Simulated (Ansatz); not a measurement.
PH$_{3}$O: several calculations on one system

**1. Relaxation**

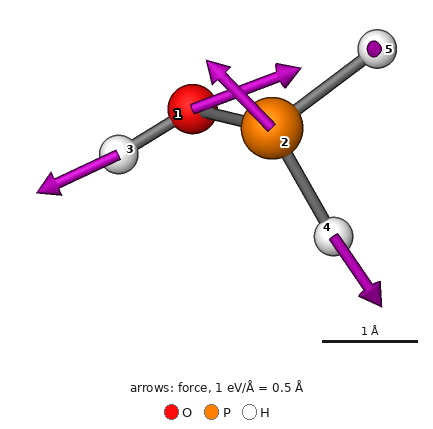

Starting geometry of PH3O with the computed forces as purple arrows. The picture is a ball-and-stick view, seen at a tilt.

The run prepares an end point of a later path (inversion) calculation, from a guessed geometry.

These are results of RHF/def2-TZVP in Ansatz, not measurements. Settings: no spin polarisation; force threshold 0.015 eV/Å; at most 40 steps.

What follows when this structure is relaxed?

It isn't relaxed: the largest force vector, on O1, is 2.54 eV/Å. The final displacements have little in common with the starting forces (cosine between the two patterns 0.00). The atom that moves furthest after the best rigid fit is H3 (0.32 Å). By element the largest moves are H 0.32 Å, O 0.25 Å, P 0.08 Å. Near-neighbour distances that change, for instance: P2–H4 1.340 → 1.406 Å, O1–P2 1.662 → 1.628 Å, O1–H3 0.914 → 0.941 Å. Among the angles between lasting bonds that change: P2–O1–H3 110.2° → 112.2°. Groups turn about O1–P2 by about 45°. After 5 accepted moves (7 points after the start) the energy has fallen by 0.182 eV. The largest force component goes from 2.3 to 0.0099 eV/Å. The line search rejected the trial steps at points 3, 6 of the run. Cost: 12 s on 1 thread of Intel(R) Xeon(R) Processor @ 2.50GHz (Skylake/Cascade Lake) (shared host), peak memory 0.13 GiB.

**2. Relaxation**

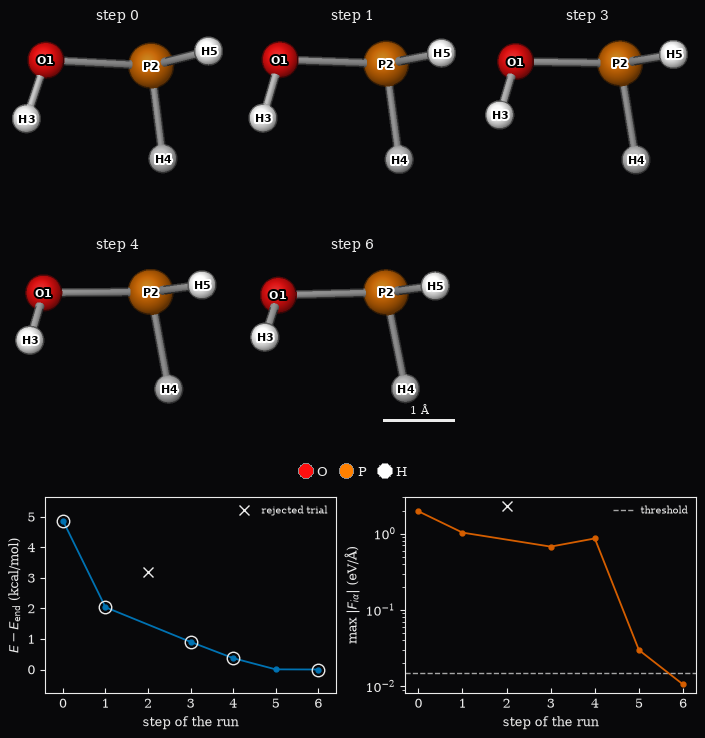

Frames of a relaxation of PH3O, marked on the history of the run. Style: ball-and-stick. Shown at a tilt.

The run prepares an end point of a later path (inversion) calculation, from a guessed geometry.

These are results of RHF/def2-TZVP (Ansatz), not measurements.

Input
```yaml
crystal:
  periodic: [false, false, false]
  atoms:
    - { symbol: O, position_ang: [0.5471, -0.4305, 0.8114] }
    - { symbol: P, position_ang: [0.0948, 0.2845, -0.6186] }
    - { symbol: H, position_ang: [0.8646, -1.2728, 0.6557] }
    - { symbol: H, position_ang: [0.28796, -0.74293, -1.45716] }
    - { symbol: H, position_ang: [1.28477, 0.95169, -0.95907] }
basis:
  gaussian: { orbitals: def2-TZVP }
hamiltonian:
  xc: hf
relax:
  f_tol: 0.015
  max_steps: 40
```

Command:
```bash
ansatz run input.yaml --threads 1 --pin off --max-ram 2048MiB --backend cpu --events-out ev --progress --plain --runs-dir out
```

### Describe the path.

The atom that moves furthest after the best rigid fit is H3 (0.30 Å). Largest moves by element: H 0.30 Å, O 0.22 Å, P 0.03 Å. Some distances before and after: P2–H4 1.340 → 1.412 Å, O1–P2 1.662 → 1.622 Å, O1–H3 0.914 → 0.942 Å, P2–H5 1.406 → 1.412 Å. Among the angles between lasting bonds that change: P2–O1–H3 110.2° → 116.7°. Groups turn about O1–P2 by about 45°. The energy falls by 4.88 kcal/mol in 5 accepted moves (6 points after the start). Largest force component: 2 eV/Å at the start, 0.011 eV/Å at the end. The line search rejected the trial step at point 2 of the run. From step 0 to 1: H3 moves most (0.08 Å), energy −2.84 kcal/mol. From step 1 to 3: H3 moves most (0.09 Å), energy −1.13 kcal/mol. From step 3 to 4: H3 moves most (0.10 Å), energy −0.53 kcal/mol. From step 4 to 6: H3 moves most (0.05 Å), energy −0.37 kcal/mol.

```
step  E − E(0), kcal/mol  largest force component, eV/Å      note
   0                0.00                         1.9626          
   1               -2.84                         1.0311          
   2               -1.68                         2.3224  rejected
   3               -3.97                         0.6759          
   4               -4.51                         0.8644          
   5               -4.87                         0.0299          
   6               -4.88                         0.0106
```

**3. Path**

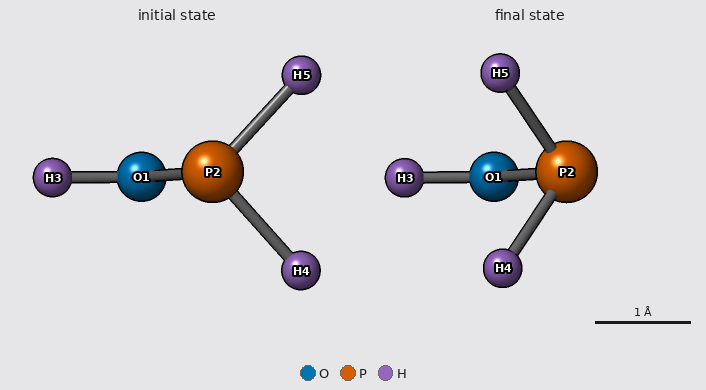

The two relaxed end points of a path for PH3O. A ball-and-stick model, seen at a tilt.

Theory: RHF/def2-TZVP in Ansatz.

The input:
```yaml
crystal:
  periodic: [false, false, false]
  atoms:
    - { symbol: O, position_ang: [0.34591, -0.571412, 0.773876] }
    - { symbol: P, position_ang: [0.066989, 0.20939, -0.627696] }
    - { symbol: H, position_ang: [1.117758, -1.107969, 0.734458] }
    - { symbol: H, position_ang: [-1.293823, -0.100842, -0.797772] }
    - { symbol: H, position_ang: [-0.186933, 1.497133, -0.124266] }
basis:
  gaussian: { orbitals: def2-TZVP }
hamiltonian:
  xc: hf
neb:
  order_check: false
  images: 5
  f_tol: 0.03
  max_iterations: 60
  initial_path: idpp
  final_atoms:
    - { symbol: O, position_ang: [0.34907736, -0.62731402, 0.88645993] }
    - { symbol: P, position_ang: [-0.68221603, 0.39573441, 0.16473057] }
    - { symbol: H, position_ang: [1.08131165, -0.92234151, 0.37239636] }
    - { symbol: H, position_ang: [-0.90539166, -0.25691724, -1.06725073] }
    - { symbol: H, position_ang: [0.20711968, 1.33713835, -0.39773614] }
```

Command:
```bash
ansatz run input.yaml --threads 1 --pin off --max-ram 2048MiB --backend cpu --events-out ev --progress --plain --runs-dir out
```

> Predict the minimum-energy path and its barrier.

The highest point, image 3, lies 208.5 kJ/mol above the start and 209.9 kJ/mol above the end; the end is at −1.4 kJ/mol relative to the start. The motion is an umbrella inversion at P2. No bond forms or breaks between the ends. Among the angles between lasting bonds that change up to the highest image: H4–P2–H5 94.0° → 125.3°, O1–P2–H4 99.4° → 117.3°. The band converged in 13 iterations. The largest component of the band force went from 1.9 to 0.023 eV/Å. The climbing image converged on the top of the path. Its vibrational analysis gives one imaginary mode (1377i cm⁻¹), as a transition state must have.

Energies of the converged images:

| image | path (Å) | E (kJ/mol) |
| --- | --- | --- |
| 0 | 0.00 | 0.0 |
| 1 | 0.26 | 29.7 |
| 2 | 0.52 | 128.9 |
| 3 | 0.79 | 208.5 |
| 4 | 1.07 | 117.9 |
| 5 | 1.35 | 20.4 |
| 6 | 1.63 | -1.4 |

The geometry at the top of the path:

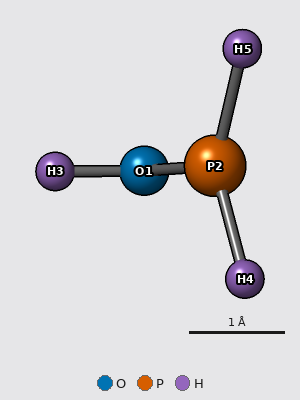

The run took 88 s on 1 thread of Intel(R) Xeon(R) Processor @ 2.50GHz (Skylake/Cascade Lake), on a shared host, peak memory 0.13 GiB.
